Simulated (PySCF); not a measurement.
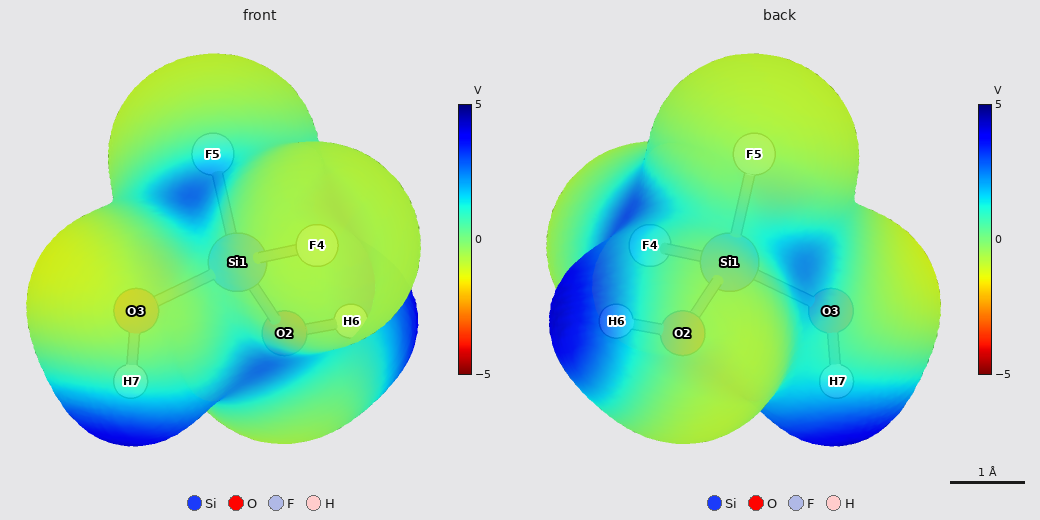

F₂H₂O₂Si (SMILES O[Si](O)(F)F). The molecular electrostatic potential painted on the density surface at 0.004 e/bohr³, seen from the front and from behind; red is negative and blue positive.

Geometry: PBE0-D3(BJ)/def2-SVP.

Level of theory: PySCF 2.14.0, PBE0/pcSseg-2, SCF density, gas phase, non-relativistic.

```yaml
atoms:
  - { symbol: Si, position_ang: [0.0170, -0.2654, 0.2351] }
  - { symbol: O, position_ang: [-0.1796, 1.3414, 0.0297] }
  - { symbol: O, position_ang: [-0.4351, -1.0482, -1.1149] }
  - { symbol: F, position_ang: [1.5448, -0.5746, 0.6250] }
  - { symbol: F, position_ang: [-0.8455, -0.8345, 1.4578] }
  - { symbol: H, position_ang: [0.2175, 1.9404, 0.6683] }
  - { symbol: H, position_ang: [-0.3624, -0.5644, -1.9425] }
```

Describe the electrostatic potential map.

The most negative region (about −1.2 V, or −28 kcal/mol for a unit charge) lies over O3, the most positive (about +4.2 V, or +97 kcal/mol for a unit charge) over H6 and H7. O3 is the likeliest acceptor of a hydrogen bond.
